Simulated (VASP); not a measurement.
# Sound and unsound inputs on Te4Pt3, part 3 of 4

Aim: change the input of a sound run on Te4Pt3 piece by piece and see what each change does. All runs use LDA. The start is a cell from a database of measured crystal structures.

VASP 6.6.1; LDA; plane waves and PAW (Te, Pt).

So far. Step 3 (Self-consistent run (LDA), changed input): Against the reference run the energy at zero smearing moves by +0.06 meV an atom and the pressure by -0.02 GPa. Step 5 (Total energy, forces and stress (LDA), changed input): Against the reference run the energy at zero smearing moves by +0.06 meV an atom and the pressure by -0.02 GPa.

## (6) Relaxing cell and atoms (LDA), changed input

The start need not lie at this functional's minimum. ISIF = 3 frees volume, shape and positions, and EDIFFG sets the threshold on forces and stress at which the search stops. Some settings are moved from the usual, to see what they do.

The input, INCAR:

```
SYSTEM = Te4Pt3
PREC = Accurate
ENCUT = 400
EDIFF = 1E-06
NELM = 100
ISMEAR = -1
SIGMA = 0.05
LREAL = .FALSE.
ALGO = Normal
GGA = CA
NBANDS = 34
LASPH = .TRUE.
LORBIT = 11
LWAVE = .FALSE.
LCHARG = .FALSE.
KPAR = 8
IBRION = 1
NSW = 60
ISIF = 3
EDIFFG = -0.01
POTIM = 0.2
ISYM = 1
```

The input, POSCAR:

```
Te4Pt3
1.0
    3.9880000000      0.0000000000      0.0000000000
   -1.9940000000     -3.4537093103      0.0000000000
    0.0000000000      2.3024728735    -11.7966666667
Te Pt
4 3
Direct
    0.5570000000      0.1140000000      0.6710000000
    0.4430000000      0.8860000000      0.3290000000
    0.7050000000      0.4100000000      0.1150000000
    0.2950000000      0.5900000000      0.8850000000
    0.0000000000      0.0000000000      0.0000000000
    0.8540000000      0.7080000000      0.5620000000
    0.1460000000      0.2920000000      0.4380000000
```

The input, KPOINTS:

```
Automatic mesh
0
Gamma
7 7 7
0 0 0
```

Potentials, in the order of the species: Te and Pt (LDA family, release 64).

Launch:

```
> mpirun -np 8 vasp_std
```

Output:

```text
[... set-up lines as in an earlier step ...]
 entering main loop
       N       E                     dE             d eps       ncg     rms          rms(c)
[... 5 cycles as in an earlier step ...]
DAV:   6    -0.407182126161E+02    0.96866E+00   -0.44733E+00  3242   0.142E+01    0.126E+01
DAV:   7    -0.405693389730E+02    0.14887E+00   -0.16536E+00  3080   0.998E+00    0.407E+00
DAV:   8    -0.404285614643E+02    0.14078E+00   -0.48764E-01  3128   0.540E+00    0.149E+00
DAV:   9    -0.404260645109E+02    0.24970E-02   -0.74977E-02  3220   0.154E+00    0.821E-01
DAV:  10    -0.404251756659E+02    0.88884E-03   -0.68078E-03  3412   0.491E-01    0.282E-01
DAV:  11    -0.404246907802E+02    0.48489E-03   -0.25071E-03  3406   0.349E-01    0.111E-01
DAV:  12    -0.404246666600E+02    0.24120E-04   -0.41702E-04  3380   0.139E-01    0.295E-02
DAV:  13    -0.404246664901E+02    0.16994E-06   -0.29818E-05  3212   0.313E-02    0.159E-02
DAV:  14    -0.404246660413E+02    0.44873E-06   -0.60902E-06  3308   0.133E-02
   1 F= -.40424666E+02 E0= -.40416313E+02  d E =-.404247E+02
 BRION: g(F)=  0.228E-01 g(S)=  0.954E-01
 bond charge predicted
       N       E                     dE             d eps       ncg     rms          rms(c)
DAV:   1    -0.408329358967E+02   -0.40827E+00   -0.65726E+00  3138   0.161E+01    0.399E+00
DAV:   2    -0.405411592311E+02    0.29178E+00   -0.16654E+00  3138   0.917E+00    0.213E+00
DAV:   3    -0.404945853015E+02    0.46574E-01   -0.15017E-01  3122   0.267E+00    0.936E-01
DAV:   4    -0.404879368316E+02    0.66485E-02   -0.27882E-02  3072   0.702E-01    0.462E-01
DAV:   5    -0.404853180717E+02    0.26188E-02   -0.89005E-03  3236   0.561E-01    0.283E-01
DAV:   6    -0.404850791979E+02    0.23887E-03   -0.13782E-03  3410   0.254E-01    0.192E-01
DAV:   7    -0.404850969895E+02   -0.17792E-04   -0.67217E-04  3354   0.156E-01    0.149E-01
DAV:   8    -0.404850765307E+02    0.20459E-04   -0.80608E-05  3128   0.524E-02    0.979E-02
DAV:   9    -0.404850788041E+02   -0.22734E-05   -0.80209E-06  3222   0.183E-02    0.440E-02
DAV:  10    -0.404850766023E+02    0.22018E-05   -0.49629E-06  2760   0.152E-02    0.184E-02
DAV:  11    -0.404850763568E+02    0.24550E-06   -0.13892E-06  1566   0.494E-03
   2 F= -.40485076E+02 E0= -.40476941E+02  d E =-.604103E-01
[... from here on, the cycles between the ionic steps are left out ...]
   3 F= -.40495862E+02 E0= -.40487870E+02  d E =-.107853E-01
   4 F= -.40498352E+02 E0= -.40490405E+02  d E =-.249010E-02
   5 F= -.40515151E+02 E0= -.40507697E+02  d E =-.167997E-01
   6 F= -.40516939E+02 E0= -.40509642E+02  d E =-.178763E-02
   7 F= -.40517220E+02 E0= -.40509956E+02  d E =-.280706E-03
   8 F= -.40517402E+02 E0= -.40510159E+02  d E =-.182035E-03
   9 F= -.40517564E+02 E0= -.40510336E+02  d E =-.161751E-03
  10 F= -.40517563E+02 E0= -.40510343E+02  d E =0.993605E-07
  11 F= -.40517568E+02 E0= -.40510321E+02  d E =-.452930E-05
  12 F= -.40517595E+02 E0= -.40510353E+02  d E =-.268485E-04
  13 F= -.40517626E+02 E0= -.40510391E+02  d E =-.311298E-04
  14 F= -.40517614E+02 E0= -.40510370E+02  d E =0.114816E-04
  15 F= -.40517637E+02 E0= -.40510398E+02  d E =-.227750E-04
 BRION: g(F)=  0.624E-05 g(S)=  0.565E-05 retain N=  1 mean eig= 1.06
 eig:   1.056
 bond charge predicted
       N       E                     dE             d eps       ncg     rms          rms(c)
DAV:   1    -0.405177225922E+02   -0.84743E-04   -0.53532E-03  3054   0.365E-01    0.626E-02
DAV:   2    -0.405176641075E+02    0.58485E-04   -0.41401E-04  3246   0.134E-01    0.327E-02
DAV:   3    -0.405176541826E+02    0.99249E-05   -0.28299E-05  3284   0.353E-02    0.133E-02
DAV:   4    -0.405176521941E+02    0.19884E-05   -0.83157E-06  3350   0.110E-02    0.800E-03
DAV:   5    -0.405176518001E+02    0.39402E-06   -0.14255E-06  1576   0.743E-03
  16 F= -.40517652E+02 E0= -.40510420E+02  d E =-.145401E-04
 BRION: g(F)=  0.478E-05 g(S)=  0.991E-05 retain N=  1 mean eig= 0.63
 eig:   0.625
 reached required accuracy - stopping structural energy minimisation
```

Wall time 2.8 min (8 MPI ranks of Intel Xeon 6975P-C (Granite Rapids), shared host); peak memory 2.5 GiB.

Parts of OUTCAR (step 6):

```text
   NELECT =      54.0000    total number of electrons

 E-fermi :   8.8518

 k-point     1 :       0.0000    0.0000    0.0000
  band No.  band energies     occupation
    ...
     20       6.8900      2.00000
     21       7.0049      2.00000
     22       7.1383      2.00000
     23       8.2100      1.99999
     24       8.2100      1.99999
     25       9.4295      0.00002
     26       9.4295      0.00002
     27      10.1638      0.00000
     28      10.8890      0.00000
     29      10.8890      0.00000
    ...

  Total       -0.0423706     -0.0423706      0.0019698     -0.0000000      0.0000000      0.0000000
  in kB       -0.4282268     -0.4282268      0.0199082     -0.0000000      0.0000000      0.0000000
  external PRESSURE =      -0.2788485 kB  Pullay stress =       0.0000000 kB

 POSITION                                       TOTAL-FORCE (eV/Angst)
 -----------------------------------------------------------------------------------
      1.98763      1.14756     -7.71009        -0.000000      0.000000      0.004278
     -0.00000     -2.29512     -3.87343         0.000000     -0.000000     -0.004278
      1.98763     -1.14756     -1.36213        -0.000000      0.000000      0.009320
      0.00000     -0.00000    -10.22140         0.000000     -0.000000     -0.009320
     -0.00000      0.00000      0.00000        -0.000000     -0.000000      0.000000
      1.98763     -1.14756     -6.50192        -0.000000      0.000000      0.004320
      0.00000     -0.00000     -5.08161         0.000000     -0.000000     -0.004320
 -----------------------------------------------------------------------------------
    total drift:                               -0.000000      0.000000     -0.000000

  FREE ENERGIE OF THE ION-ELECTRON SYSTEM (eV)
  ---------------------------------------------------
  free  energy   TOTEN  =       -40.5176518001 eV

  energy  without entropy=      -40.5031888022  energy(sigma->0) =      -40.51042030

 reached required accuracy - stopping structural energy minimisation

[... 7 parts as in an earlier step ...]

[... 10 further parts left out ...]
```

CONTCAR:

```
Te4Pt3
   1.00000000000000
     3.9752566869500585   -0.0000000000000000    0.0000000000000000
    -1.9876283434750293   -3.4426732774702971    0.0000000000001757
     0.0000000000000000    2.2951155182809053  -11.5835255814379980
  Te              Pt
     4     3
Direct
     0.5552028270190241    0.1104056540380441    0.6656084810570694
     0.4447971729809748    0.8895943459619567    0.3343915189429301
     0.7058639505366308    0.4117279010732630    0.1175918516099019
     0.2941360494633685    0.5882720989267369    0.8824081483900992
    -0.0000000000000000   -0.0000000000000000   -0.0000000000000000
     0.8537691322266866    0.7075382644533728    0.5613073966800591
     0.1462308677733142    0.2924617355466284    0.4386926033199410
```

The run keeps the 12 symmetry operations of its start, so it cannot find a distortion of lower symmetry.

The steps of the relaxation:

```
step  energy less that of the first step (eV)  largest force (eV/Å)  pressure (GPa)  volume (Å³)
   1                                   0.0000                0.7590           -3.35       162.48
   2                                  -0.0604                0.3550            0.40       157.96
   3                                  -0.0712                0.3284           -0.10       158.48
   4                                  -0.0737                0.3060           -0.07       158.43
   5                                  -0.0905                0.0935            0.02       158.26
   6                                  -0.0923                0.0702            0.01       158.26
   7                                  -0.0926                0.0505            0.02       158.28
   8                                  -0.0927                0.0313            0.01       158.32
   9                                  -0.0929                0.0188            0.02       158.36
  10                                  -0.0929                0.0174            0.03       158.36
  11                                  -0.0929                0.0210            0.04       158.39
  12                                  -0.0929                0.0195            0.02       158.42
  13                                  -0.0930                0.0147           -0.03       158.48
  14                                  -0.0929                0.0140            0.04       158.42
  15                                  -0.0930                0.0113            0.03       158.46
  16                                  -0.0930                0.0093           -0.03       158.53
```

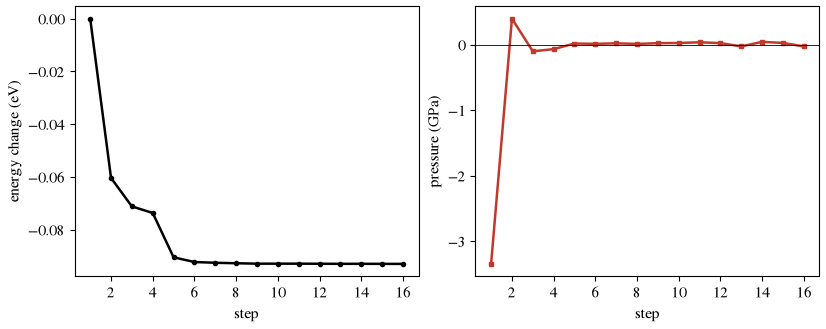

Energy and pressure along the relaxation.

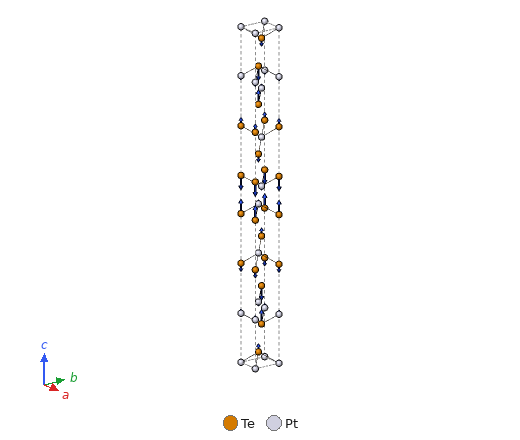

Displacements in the relaxation, exaggerated, measured against the changing cell; the longest in the cell stands for 0.06 Å. Bonds to atoms that aren't drawn are left out. Some periodic images of atoms are drawn too.

```
conventional cell, symmetrised  before   after  change
                         a (Å)   3.988   3.975  -0.3 %
                         b (Å)   3.988   3.975  -0.3 %
                         c (Å)  35.390  34.751  -1.8 %
              volume (Å³/atom)   23.21   22.65  -2.4 %
```

The atoms that moved most (Å, as changes of fractional coordinates times the final cell):

```
atom     dx     dy      dz  length
 Te1  0.000  0.000   0.062   0.062
 Te2  0.000  0.000  -0.062   0.062
 Te3  0.000  0.000  -0.030   0.030
 Te4  0.000  0.000   0.030   0.030
 Pt6  0.000  0.000   0.008   0.008
 Pt7  0.000  0.000  -0.008   0.008
```

Final coordinates:

```xyz
7
Lattice="3.9753 0.0000 0.0000 -1.9876 -3.4427 0.0000 0.0000 2.2951 -11.5835" Properties=species:S:1:pos:R:3 pbc="T T T"
Te    1.9876    1.1476   -7.7101
Te    0.0000   -2.2951   -3.8734
Te    1.9876   -1.1476   -1.3621
Te    0.0000    0.0000  -10.2214
Pt    0.0000    0.0000    0.0000
Pt    1.9876   -1.1476   -6.5019
Pt    0.0000    0.0000   -5.0816
```

Numbers from this step:

```yaml
free_energy_toten: -40.52 eV
energy_at_zero_smearing: -40.51 eV
fermi_energy: 8.852 eV
pressure: -0.02788 GPa
scf_cycles_over_all_ionic_steps: 98
```

It ends with a largest force of 0.009 eV/Å and a pressure of -0.03 GPa.

## (7) Relaxing cell and atoms (LDA), changed input, try 2

This run is made with a changed input; what comes of it follows.

INCAR, as its differences from that of step 6:

```diff
@@ -4,3 +4,3 @@
 EDIFF = 1E-06
-NELM = 100
+NELM = 66
 ISMEAR = -1
@@ -16,7 +16,5 @@
 KPAR = 8
-IBRION = 1
-NSW = 60
+IBRION = 2
+NSW = 2
 ISIF = 3
 EDIFFG = -0.01
-POTIM = 0.2
-ISYM = 1
```

POSCAR is that of step 6.

KPOINTS is that of step 6.

Launch:

```
> mpirun -np 8 vasp_std
```

Output:

```text
[... set-up lines as in an earlier step ...]
 entering main loop
       N       E                     dE             d eps       ncg     rms          rms(c)
[... 14 cycles as in an earlier step ...]
   1 F= -.40424666E+02 E0= -.40416313E+02  d E =-.404247E+02
[...]
N       E                     dE             d eps       ncg     rms          rms(c)
DAV:   1    -0.424842000438E+02   -0.20595E+01   -0.41311E+01  3146   0.407E+01    0.109E+01
DAV:   2    -0.406517198808E+02    0.18325E+01   -0.98094E+00  3108   0.220E+01    0.503E+00
DAV:   3    -0.403872770207E+02    0.26444E+00   -0.86048E-01  3092   0.647E+00    0.217E+00
DAV:   4    -0.403502759311E+02    0.37001E-01   -0.17668E-01  3168   0.172E+00    0.106E+00
[...]
DAV:  10    -0.403339455240E+02    0.98813E-05   -0.23519E-05  3172   0.370E-02    0.370E-02
DAV:  11    -0.403339441187E+02    0.14052E-05   -0.71915E-06  3170   0.121E-02    0.142E-02
DAV:  12    -0.403339440161E+02    0.10260E-06   -0.42858E-07  1600   0.322E-03
   2 F= -.40333944E+02 E0= -.40325864E+02  d E =0.907220E-01
 trial-energy change:    0.090722  1 .order    0.106086   -0.295375    0.507546
 step:   0.3953(harm=  0.3679)  dis= 0.01448  next Energy=   -40.483999 (dE=-0.593E-01)
```

The job ended after 42 s (8 MPI ranks; peak memory 2.4 GiB).

From OUTCAR (step 7):

```text
 k-point     1 :       0.0000    0.0000    0.0000
  band No.  band energies     occupation
    ...
     20       7.4835      2.00000
     21       7.5884      2.00000
     22       7.8591      2.00000
     23       8.9451      2.00000
     24       8.9451      2.00000
     25      10.3029      0.00000
     26      10.3029      0.00000
     27      11.0322      0.00000
     28      11.8361      0.00000
     29      11.8361      0.00000
    ...

  Total        7.8060141      7.8060141      5.0326840      0.0000000      0.0000000      0.0000000
  in kB       82.6400216     82.6400216     53.2795754      0.0000000      0.0000000      0.0000000
  external PRESSURE =      72.8532062 kB  Pullay stress =       0.0000000 kB

 POSITION                                       TOTAL-FORCE (eV/Angst)
 -----------------------------------------------------------------------------------
      1.94760      1.12445     -7.69253         0.000000     -0.000000     -0.374695
     -0.00000     -2.24889     -3.82503         0.000000      0.000000      0.374695
      1.94760     -1.12445     -1.32640        -0.000000     -0.000000     -0.883080
      0.00000     -0.00000    -10.19116         0.000000      0.000000      0.883080
      1.94760     -3.37334      0.00000         0.000000      0.000000      0.000000
      1.94760     -1.12445     -6.47824         0.000000      0.000000      0.103098
      0.00000     -0.00000     -5.03933        -0.000000     -0.000000     -0.103098
 -----------------------------------------------------------------------------------
    total drift:                               -0.000000     -0.000000     -0.000000

  FREE ENERGIE OF THE ION-ELECTRON SYSTEM (eV)
  ---------------------------------------------------
  free  energy   TOTEN  =       -40.3339440161 eV

  energy  without entropy=      -40.3177835236  energy(sigma->0) =      -40.32586377

[... 7 parts as in an earlier step ...]

[... 12 further parts left out ...]
[key lines of the parts left out:]
E-fermi :   9.6175
```

The relaxation used up its NSW steps before forces and stress met EDIFFG.

The fault in the input: too few ionic steps (NSW = "2"). Raise NSW.

## (8) Total energy, forces and stress (LDA), changed input, try 2

A single point gives energy, forces and stress at these settings. Some settings are moved from the usual, to see what they do.

INCAR, as its differences from that of step 7:

```diff
@@ -4,3 +4,3 @@
 EDIFF = 1E-06
-NELM = 66
+NELM = 100
 ISMEAR = -1
@@ -16,5 +16,3 @@
 KPAR = 8
-IBRION = 2
-NSW = 2
-ISIF = 3
-EDIFFG = -0.01
+ISIF = 2
+NELECT = 53.9
```

POSCAR is that of step 7.

KPOINTS is that of step 7.

Launch:

```
> mpirun -np 8 vasp_std
```

Output:

```text
[... set-up lines as in an earlier step ...]
 entering main loop
       N       E                     dE             d eps       ncg     rms          rms(c)
DAV:   1     0.252432039750E+03    0.25243E+03   -0.19534E+04  3008   0.109E+03
DAV:   2    -0.269330572701E+02   -0.27937E+03   -0.26992E+03  3616   0.226E+02
DAV:   3    -0.422477841665E+02   -0.15315E+02   -0.14962E+02  3618   0.521E+01
DAV:   4    -0.425390778726E+02   -0.29129E+00   -0.29045E+00  3678   0.796E+00
DAV:   5    -0.425446670244E+02   -0.55892E-02   -0.55834E-02  3550   0.112E+00BRMIX: very serious problems
 the old and the new charge density differ
 old charge density:    54.00000 new   53.90000
BRMIX: very serious problems
 the old and the new charge density differ
 old charge density:    54.00000 new   53.90000
BRMIX: very serious problems
 the old and the new charge density differ
 old charge density:    54.00000 new   53.90000
BRMIX: very serious problems
 the old and the new charge density differ
 old charge density:    54.00000 new   53.90000
BRMIX: very serious problems
 the old and the new charge density differ
 old charge density:    54.00000 new   53.90000
BRMIX: very serious problems
 the old and the new charge density differ
 old charge density:    54.00000 new   53.90000
BRMIX: very serious problems
 the old and the new charge density differ
 old charge density:    54.00000 new   53.90000
BRMIX: very serious problems
 the old and the new charge density differ
 old charge density:    54.00000 new   53.90000
    0.204E+01
DAV:   6    -0.415650167845E+02    0.97965E+00   -0.45385E+00  3220   0.143E+01    0.125E+01
DAV:   7    -0.414108328709E+02    0.15418E+00   -0.16351E+00  3070   0.987E+00    0.408E+00
DAV:   8    -0.412724092051E+02    0.13842E+00   -0.46390E-01  3118   0.523E+00    0.150E+00
DAV:   9    -0.412698833900E+02    0.25258E-02   -0.72625E-02  3242   0.150E+00    0.820E-01
DAV:  10    -0.412689788280E+02    0.90456E-03   -0.69612E-03  3410   0.505E-01    0.271E-01
DAV:  11    -0.412685221929E+02    0.45664E-03   -0.24621E-03  3398   0.351E-01    0.108E-01
DAV:  12    -0.412684966911E+02    0.25502E-04   -0.42649E-04  3372   0.143E-01    0.309E-02
DAV:  13    -0.412684962112E+02    0.47990E-06   -0.29701E-05  3220   0.311E-02    0.184E-02
DAV:  14    -0.412684958770E+02    0.33411E-06   -0.65923E-06  3356   0.144E-02
   1 F= -.41268496E+02 E0= -.41260216E+02  d E =-.165593E-01
```

The job ended after 21 s (8 MPI ranks; peak memory 2.3 GiB; 2.1 min of CPU time).

Parts of OUTCAR (step 8):

```text
NELECT = 53.9

 ion  position               nearest neighbor table
   1  0.557  0.114  0.671-   6 2.64   6 2.64   6 2.64   4 3.42   4 3.42   4 3.42   7 3.59   7 3.59
                             7 3.59
   2  0.443  0.886  0.329-   7 2.64   7 2.64   7 2.64   3 3.42   3 3.42   3 3.42   6 3.59   6 3.59
                             6 3.59
   3  0.705  0.410  0.115-   5 2.67   5 2.67   5 2.67   2 3.42   2 3.42   2 3.42   4 3.56   4 3.56
                             4 3.56
   4  0.295  0.590  0.885-   5 2.67   5 2.67   5 2.67   1 3.42   1 3.42   1 3.42   3 3.56   3 3.56
                             3 3.56
   5  0.000  0.000  0.000-   4 2.67   3 2.67   4 2.67   3 2.67   3 2.67   4 2.67
   6  0.854  0.708  0.562-   1 2.64   1 2.64   1 2.64   7 2.73   7 2.73   7 2.73   2 3.59   2 3.59
                             2 3.59
   7  0.146  0.292  0.438-   2 2.64   2 2.64   2 2.64   6 2.73   6 2.73   6 2.73   1 3.59   1 3.59
                             1 3.59

 E-fermi :   8.4102

 k-point     1 :       0.0000    0.0000    0.0000
  band No.  band energies     occupation
    ...
     20       6.6511      2.00000
     21       6.6511      2.00000
     22       6.8299      2.00000
     23       7.8191      1.99999
     24       7.8191      1.99999
     25       9.0224      0.00001
     26       9.0224      0.00001
     27       9.6325      0.00000
     28      10.4929      0.00000
     29      10.4929      0.00000
    ...

  Total       -4.9509980     -4.9509980     -4.9408121      0.0000000     -0.0000000      0.0000000
  in kB      -48.8205978    -48.8205978    -48.7201571      0.0000000     -0.0000000      0.0000000
  external PRESSURE =     -48.7871176 kB  Pullay stress =       0.0000000 kB

 POSITION                                       TOTAL-FORCE (eV/Angst)
 -----------------------------------------------------------------------------------
      1.99400      1.15124     -7.91556         0.000000      0.000000      0.769384
     -0.00000     -2.30247     -3.88110         0.000000     -0.000000     -0.769384
      1.99400     -1.15124     -1.35662         0.000000     -0.000000     -0.017146
      0.00000     -0.00000    -10.44005         0.000000      0.000000      0.017146
      0.00000      0.00000      0.00000        -0.000000     -0.000000      0.000000
      1.99400     -1.15124     -6.62973         0.000000     -0.000000     -0.105291
      0.00000     -0.00000     -5.16694         0.000000      0.000000      0.105291
 -----------------------------------------------------------------------------------
    total drift:                                0.000000      0.000000     -0.000000

  FREE ENERGIE OF THE ION-ELECTRON SYSTEM (eV)
  ---------------------------------------------------
  free  energy   TOTEN  =       -41.2684958770 eV

  energy  without entropy=      -41.2519365983  energy(sigma->0) =      -41.26021624

[... 7 parts as in an earlier step ...]

[... 9 further parts left out ...]
```

The run converged; its settings lie outside those of the reference runs, so its numbers are set aside.

Settings moved from the usual: NELECT = 53.9.

NELECT differs from the neutral count, so the cell is charged against a uniform background: another system, not a numerical setting.

[end of part 3 of 4]

[Lines on the potential files, build, host, timing and source positions are cut from VASP's logs without a mark.]

[Logs are printed without paths, hosts, clocks, repeated set-up lines and the standing remarks that a program may print on its own settings, such as how far it seeks lower states.]

[Hosts, paths, dates, database ids (printed as entryN), source tags and the programs' standing remarks are cut or masked in the printed files.]

[A measured line is paired with the nearest computed mode of its activity, which favours agreement.]
